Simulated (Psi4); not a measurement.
# AlF2 (SMILES [F][Al][F]) at UBHLYP/def2-TZVPP

What is the vertical doublet–quartet gap of AlF2 at UBHLYP/def2-TZVPP? 

Program for the calculation: Psi4 1.11.

## (1) The molecule

AlF2: 3 atoms, total charge 0, spin state doublet. SMILES: `[F][Al][F]`. The coordinates come from a PBE0-D4/def2-TZVP relaxation.

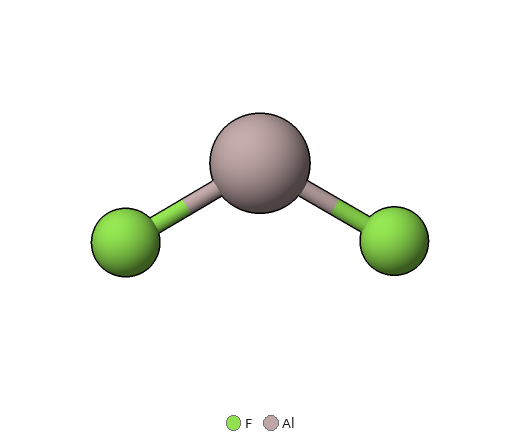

The structure, seen from a chosen angle (fluorine green, aluminium light grey).

## (2) The energy at UBHLYP/def2-TZVPP

Input file calc.py:

```python
import psi4

psi4.set_memory(1600000000)
psi4.set_num_threads(1)
psi4.set_output_file('run.log', False)

geom = psi4.geometry("""
0 2
F
Al 1 1.646548
F 2 1.646538 1 119.65199
symmetry c1
""")

psi4.set_options({
    'basis': 'def2-TZVPP',
    'reference': 'uks',
    'puream': True,
    'e_convergence': 1e-09,
    'd_convergence': 1e-08,
    'scf_type': 'pk',
    'dft_radial_points': 99,
    'dft_spherical_points': 590,
    'maxiter': 200,
})

e, wfn = psi4.energy('bhhlyp', molecule=geom, return_wfn=True)
psi4.oeprop(wfn, 'WIBERG_LOWDIN_INDICES', 'LOWDIN_CHARGES', 'MULLIKEN_CHARGES')
print('E =', round(e, 9))
```

The run is started by

```bash
python calc.py
```

run.log:

```text
[...]
  Running in c1 symmetry.
[...]
  Nuclear repulsion =   90.260757485130853
[...]
  Multiplicity = 2
[...]
  Nalpha       = 16
  Nbeta        = 15
[...]
    Number of basis functions: 104
[...]
   @UKS iter   1:  -442.11391281929281   -7.17481e-01   6.44819e-03 DIIS/ADIIS
[...]
   @UKS iter  11:  -442.25745261457854   -2.03499e-11   9.21270e-09 DIIS
[...]
   @S^2 Observed:                7.510230391E-01
[...]
    Orbital Energies [Eh]
    ---------------------
    Alpha Occupied:
       1A    -57.024421     2A    -25.280335     3A    -25.280333
       4A     -4.480396     5A     -2.944428     6A     -2.943859
       7A     -2.941042     8A     -1.321481     9A     -1.313758
      10A     -0.585742    11A     -0.551055    12A     -0.522985
      13A     -0.517772    14A     -0.504970    15A     -0.499588
      16A     -0.293137
    Alpha Virtual:
      17A     -0.023182    18A      0.048131    19A      0.057076
      20A      0.162578    21A      0.196764    22A      0.196830
      23A      0.229370    24A      0.238835    25A      0.247340
[...]
  @UKS Final Energy:  -442.25745261457854
   => Energetics <=
    Nuclear Repulsion Energy =             90.2607574851308527
    One-Electron Energy =                -796.7174341596322620
    Two-Electron Energy =                 284.6646938708983612
    DFT Exchange-Correlation Energy =     -20.4654698109754776
    Empirical Dispersion Energy =           0.0000000000000000
    VV10 Nonlocal Energy =                  0.0000000000000000
    Total Energy =                       -442.2574526145785399
[...]
 Multipole Moments:
 ------------------------------------------------------------------------------------
     Multipole            Electronic (a.u.)      Nuclear  (a.u.)        Total (a.u.)
 ------------------------------------------------------------------------------------
 L = 1.  Multiply by 2.5417464519 to convert [e a0] to [Debye]
 Dipole X            :         -0.4961234           -0.1725086           -0.6686320
 Dipole Y            :         -0.2884668           -0.1002989           -0.3887656
 Dipole Z            :         -0.0000000            0.0000000           -0.0000000
 Magnitude           :                                                    0.7734388
[...]
  Mulliken Charges: (a.u.)
   Center  Symbol    Alpha    Beta     Spin     Total
       1     F     4.70371  4.66985  0.03386 -0.37356
       2    AL     6.59258  5.66030  0.93228  0.74712
       3     F     4.70371  4.66985  0.03386 -0.37356
   Total alpha = 16.00000, Total beta = 15.00000, Total charge =  0.00000
  Lowdin Charges: (a.u.)
   Center  Symbol    Alpha    Beta     Spin     Total
       1     F     4.54848  4.49716  0.05132 -0.04565
       2    AL     6.90304  6.00568  0.89737  0.09128
       3     F     4.54848  4.49716  0.05132 -0.04564
[...]
```

Standard output:

```text
Memory set to   1.490 GiB by Python driver.
  Threads set to 1 by Python driver.
E = -442.257452615
```

Wall time 9.3 s (1 thread of Intel Xeon 6975P-C (Granite Rapids), shared host); peak memory 0.64 GiB.

## (3) The quartet: energy and forces at UBHLYP/def2-TZVPP

Input file job.py:

```python
import psi4

psi4.set_memory('1600 MB')
psi4.set_num_threads(1)
psi4.core.set_output_file('psi4.out', False)

mol = psi4.geometry("""
0 4
F
Al 1 1.646548
F 2 1.646538 1 119.65199
symmetry c1
no_reorient
no_com
""")

options = {'basis': 'def2-TZVPP', 'reference': 'uks', 'puream': True, 'e_convergence': 1e-09, 'd_convergence': 1e-08, 'scf_type': 'pk', 'dft_radial_points': 99, 'dft_spherical_points': 590, 'maxiter': 200}
psi4.set_options(options)

e_tot, wfn = psi4.gradient('BHHLYP', molecule=mol, return_wfn=True)
psi4.oeprop(wfn, 'QUADRUPOLE', 'DIPOLE', 'WIBERG_LOWDIN_INDICES')
print('gradient / Eh bohr^-1')
print(e_tot.np.round(6))
print(f'energy = {wfn.energy():.10f} Eh')
for k, v in sorted(psi4.core.scalar_variables().items()):
    print(f'{k:45s} {v:18.10f}')
```

The run is started by

```bash
python job.py
```

psi4.out, cut to the lines that bear on the results:

```text
[...]
  Running in c1 symmetry.
[...]
  Nuclear repulsion =   90.260757485130853
[...]
  Multiplicity = 4
[...]
  Nalpha       = 17
  Nbeta        = 14
[...]
    Number of basis functions: 104
[...]
   @UKS iter   1:  -441.89052534686778   -4.94094e-01   3.05006e-03 ADIIS/DIIS
[...]
   @UKS iter  19:  -441.92270702233742    9.51616e-10   4.77157e-09 DIIS
[...]
   @S^2 Observed:                3.774017832E+00
[...]
  @UKS Final Energy:  -441.92270702233742
   => Energetics <=
    Nuclear Repulsion Energy =             90.2607574851308527
    One-Electron Energy =                -794.2960276393012009
    Two-Electron Energy =                 282.4910348359116483
    DFT Exchange-Correlation Energy =     -20.3784717040787058
    Empirical Dispersion Energy =           0.0000000000000000
    VV10 Nonlocal Energy =                  0.0000000000000000
    Total Energy =                       -441.9227070223374199
[...]
  -Total Gradient:
     Atom            X                  Y                   Z
    ------   -----------------  -----------------  -----------------
       1       -0.017884515037    -0.061880742384    -0.000000000025
       2        0.080661698369     0.046687602987     0.000000000085
       3       -0.062807422025     0.015175558071    -0.000000000061
[...]
 Multipole Moments:
 ------------------------------------------------------------------------------------
     Multipole            Electronic (a.u.)      Nuclear  (a.u.)        Total (a.u.)
 ------------------------------------------------------------------------------------
 L = 1.  Multiply by 2.5417464519 to convert [e a0] to [Debye]
 Dipole X            :          0.4941990           -0.1725086            0.3216904
 Dipole Y            :          0.2847578           -0.1002989            0.1844589
 Dipole Z            :         -0.0000000            0.0000000           -0.0000000
 Magnitude           :                                                    0.3708232
 L = 2.  Multiply by 1.3450342976 to convert [e a0^2] to [Debye ang]
 Quadrupole XX       :        -63.4321645           46.7024403          -16.7297242
 Quadrupole XY       :         48.1574566          -48.5698310           -0.4123743
[...]
```

Standard output:

```text
Memory set to   1.490 GiB by Python driver.
  Threads set to 1 by Python driver.
gradient / Eh bohr^-1
[[-0.017885 -0.061881 -0.      ]
 [ 0.080662  0.046688  0.      ]
 [-0.062807  0.015176 -0.      ]]
energy = -441.9227070223 Eh
CURRENT ENERGY                                   -441.9227070223
CURRENT REFERENCE ENERGY                         -441.9227070223
DD SOLVATION ENERGY                                 0.0000000000
DFT FUNCTIONAL TOTAL ENERGY                      -441.9227070223
DFT TOTAL ENERGY                                 -441.9227070223
DFT VV10 ENERGY                                     0.0000000000
DFT XC ENERGY                                     -20.3784717041
GRID ELECTRONS ALPHA                               17.0000005509
GRID ELECTRONS BETA                                14.0000004740
GRID ELECTRONS TOTAL                               31.0000010248
NUCLEAR REPULSION ENERGY                           90.2607574851
ONE-ELECTRON ENERGY                              -794.2960276393
PCM POLARIZATION ENERGY                             0.0000000000
PE ENERGY                                           0.0000000000
SCF ITERATION ENERGY                             -441.9227070223
SCF ITERATIONS                                     19.0000000000
SCF TOTAL ENERGY                                 -441.9227070223
TWO-ELECTRON ENERGY                               282.4910348359
XC GRID RADIAL POINTS                              99.0000000000
XC GRID SPHERICAL POINTS                          590.0000000000
XC GRID TOTAL POINTS                           168837.0000000000
```

Run time: 18 s. Hardware: 1 thread of Intel Xeon 6975P-C (Granite Rapids), shared host; peak memory 0.64 GiB.

## (4) Outcome

Level: UBHLYP/def2-TZVPP.

| quantity | value |
| --- | --- |
| doublet: total energy | -442.25745 Eh |
| doublet: dipole moment | 1.97 D |
| doublet: HOMO energy (highest over α and β) | -7.98 eV |
| doublet: LUMO energy (lowest over α and β) | -2.70 eV |
| doublet: ⟨S²⟩ | 0.751 |
| quartet: total energy | -441.92271 Eh |
| quartet: dipole moment | 0.94 D |
| quartet: HOMO energy (highest over α and β) | -4.18 eV |
| quartet: ⟨S²⟩ | 3.774 |
| quartet: largest force on an atom | 4.792 eV/Å |
| vertical energy of the quartet above the doublet | 9.109 eV |

What this shows: At this shape the quartet lies 9.11 eV (879 kJ/mol) above the doublet.
